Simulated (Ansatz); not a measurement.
**doublet CuCl+ at 6 levels**

Aim: a comparison of 6 runs (U-r2SCAN0/STO-3G, U-revPBE/STO-3G, UB2PLYP/STO-3G, UPBE/STO-3G, USVWN5/STO-3G, UMP2/STO-3G) of doublet CuCl+. 

The results are computed with Ansatz 0.2.0.

87 further runs of the same task are left out: 56 that didn't finish, 31 set aside as unsound or not needed.

### Step 1. The structure to begin with

CuCl+ has 2 atoms, charge +1, and is taken as a doublet. SMILES of the parent species: `[Cl][Cu]`. The coordinates come from a PBE0-D4/def2-TZVP relaxation. That shape belongs to the parent species and isn't relaxed for this state.

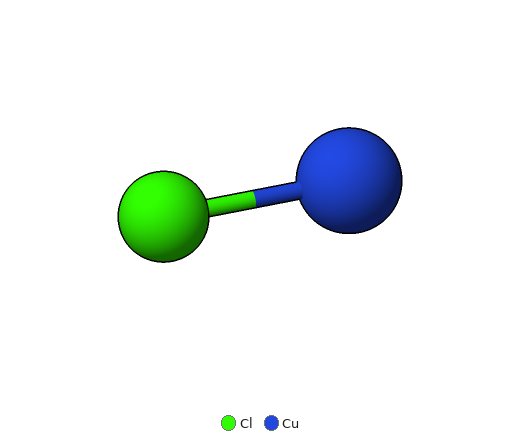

Viewed from a chosen angle; chlorine green, copper blue.

### Step 2. The energy at U-r2SCAN0/STO-3G (run 1)

input.yaml

```yaml
crystal:
  periodic: [false, false, false]
  atoms:
    - symbol: Cl
      position_ang: [0.898300, -0.345200, 0.446400]
    - symbol: Cu
      position_ang: [-0.868800, 0.285000, -0.442400]
basis:
  gaussian:
    orbitals: STO-3G
total_charge: 1
magnetization:
  spin_polarized: true
  initial_magnetization: 1
hamiltonian:
  xc: {name: r2SCAN0}
accuracy: high
```

The run is started by

```bash
ansatz run input.yaml --threads 1 --pin off --max-ram 2610MiB --events-out events.jsonl --progress --plain --runs-dir runs
```

The log of the run:

```text
Warning: RAYON_NUM_THREADS=1 ignored (pool sized by the plan → 1); use --threads N
Functional definition: r2SCAN0
  name "r2SCAN0"
  parameter a = 0.25
  parameter k0 = 0.174
  parameter k1 = 0.065
  parameter a1 = 4.9479
  exchange = (1 - a)*r2scan_x(k0 = k0, k1 = k1, a1 = a1) + a*exact_x
  correlation = r2scan_c
371 factors; integrals over basis functions are off by at most 5.1e-9 eV
mean field evaluation 1: about -56116.9850 eV, gradient 1.5e2 eV
mean field evaluation 2: about -56216.6539 eV, gradient 1.1e2 eV
mean field evaluation 4: about -56163.0328 eV, gradient 1.7e2 eV
mean field evaluation 8: about -56489.9210 eV, gradient 2.6e1 eV
mean field evaluation 16: about -56509.7328 eV, gradient 7.3e-4 eV
mean field evaluation 32: about -56509.8416 eV, gradient 1.4e-7 eV
mean field evaluation 64: about -56487.7401 eV, gradient 2.9e1 eV
mean field evaluation 96: about -56509.0184 eV, gradient 1.7e-2 eV
mean field evaluation 128: about -56508.0605 eV, gradient 4.4e-1 eV
mean field evaluation 160: about -56502.1058 eV, gradient 3.1e0 eV
mean field -56509.84162780 eV, -2076.6983760752 hartree, gradient 6.4e-8 eV, S^2 1.754570; 13 other end points of the search recorded, 0 dependent functions left out
reference -56509.84162864 eV, -2076.6983761061 hartree; 23, 22 occupied and 4, 5 virtual orbitals, 371 factors
Total energy: -56509.84162864 eV, -2076.6983761061 hartree
```

Wall time 1.7 min (1 thread of Arm Neoverse V1, shared host); peak memory 0.26 GiB.

### Step 3. A single-point energy at U-revPBE/STO-3G (run 2)

in.yaml

```yaml
crystal:
  periodic: [false, false, false]
  atoms:
    - {symbol: Cl, position_ang: [0.898300, -0.345200, 0.446400]}
    - {symbol: Cu, position_ang: [-0.868800, 0.285000, -0.442400]}
basis:
  gaussian:
    orbitals: STO-3G
total_charge: 1
magnetization:
  spin_polarized: true
  initial_magnetization: 1
hamiltonian:
  xc: {name: revPBE}
accuracy: high
```

The run is started by

```bash
ansatz run in.yaml --threads 1 --pin off --max-ram 2610MiB --events-out events.jsonl --progress --plain --runs-dir runs
```

The log of the run (excerpt; [...] marks lines left out):

```text
Warning: RAYON_NUM_THREADS=1 ignored (pool sized by the plan → 1); use --threads N
Functional definition: revPBE
  name "revPBE"
[...]
371 factors; integrals over basis functions are off by at most 5.1e-9 eV
[...]
mean field -56500.98263424 eV, -2076.3728140667 hartree, gradient 9.3e-8 eV, S^2 1.752882; 16 other end points of the search recorded, 0 dependent functions left out
reference -56500.98263656 eV, -2076.3728141519 hartree; 23, 22 occupied and 4, 5 virtual orbitals, 371 factors
Total energy: -56500.98263656 eV, -2076.3728141519 hartree
```

It took 32 s on 1 thread of Arm Neoverse V1, shared host; peak memory 0.14 GiB.

Runs 3 to 5 aren't shown in full; the table further down has their settings and results.

### Step 4. The energy at UMP2/STO-3G (run 6)

molecule.yaml

```yaml
crystal:
  periodic: [false, false, false]
  atoms:
    - symbol: Cl
      position_ang: [0.898300, -0.345200, 0.446400]
    - symbol: Cu
      position_ang: [-0.868800, 0.285000, -0.442400]
basis:
  gaussian: {orbitals: STO-3G}
total_charge: 1
accuracy: high
magnetization: {spin_polarized: true, initial_magnetization: 1}
correlation: {method: mp2, frozen_orbitals: {Cl: 5, Cu: 5}}
```

The run is started by

```bash
ansatz run molecule.yaml --threads 1 --pin off --max-ram 2610MiB --events-out events.jsonl --progress --plain --runs-dir runs
```

The log of the run (excerpt; [...] marks lines left out):

```text
Warning: RAYON_NUM_THREADS=1 ignored (pool sized by the plan → 1); use --threads N
Functional definition: HF
  name "HF"
[...]
371 factors; integrals over basis functions are off by at most 5.1e-9 eV
[...]
mean field -56460.59226118 eV, -2074.8884952345 hartree, gradient 3.9e-8 eV, S^2 1.758943; 19 other end points of the search recorded, 0 dependent functions left out
10 core orbitals not correlated: weight in the atoms' cores, before any rotation towards them, 1.000 or more for the frozen orbitals, at most 0.000 for the correlated occupied ones
reference -56460.59226118 eV, -2074.8884952345 hartree; 13, 12 occupied and 4, 5 virtual orbitals, 371 factors
second order -0.75349594 eV of doubles, -0.00000000 eV of singles
Total energy: -56461.34575712 eV, -2074.9161856996 hartree
```

Run time: 2.3 s. Hardware: 1 thread of Arm Neoverse V1, shared host.

### Step 5. The series

| run | level | frozen core orbitals | energy (Eh) | ⟨S²⟩ | wall time |
| --- | --- | --- | --- | --- | --- |
| 1 | U-r2SCAN0/STO-3G | – | -2076.698376 | 1.755 | 1.7 min |
| 2 | U-revPBE/STO-3G | – | -2076.372814 | 1.753 | 32 s |
| 3 | UB2PLYP/STO-3G | 10 | -2076.164563 | 1.755 | 32 s |
| 4 | UPBE/STO-3G | – | -2076.066600 | 1.753 | 37 s |
| 5 | USVWN5/STO-3G | – | -2072.066988 | 1.754 | 13 s |
| 6 | UMP2/STO-3G | 10 | -2074.916186 | 1.759 | 2.3 s |

### Step 6. Results

| quantity | value |
| --- | --- |
| run 6: total energy | -2074.91619 Eh |
| run 6: correlation energy (10 core orbitals frozen) | -27.7 mEh |
| run 6: ⟨S²⟩ of the reference determinant | 1.759 |

**Reading.** Totals of different functionals can't be ranked against each other. In runs 1, 2, 3, 4, 5, 6 the basis is minimal, so the values are rough. Spin contamination of the reference: run 6 ⟨S²⟩ = 1.76, run 3 ⟨S²⟩ = 1.76, run 1 ⟨S²⟩ = 1.75, run 5 ⟨S²⟩ = 1.75, run 2 ⟨S²⟩ = 1.75, run 4 ⟨S²⟩ = 1.75. Where it is this large, the reference is a mixture of spin states, and values that rest on it are in doubt. All runs together took 3.6 min, the longest 1.7 min.
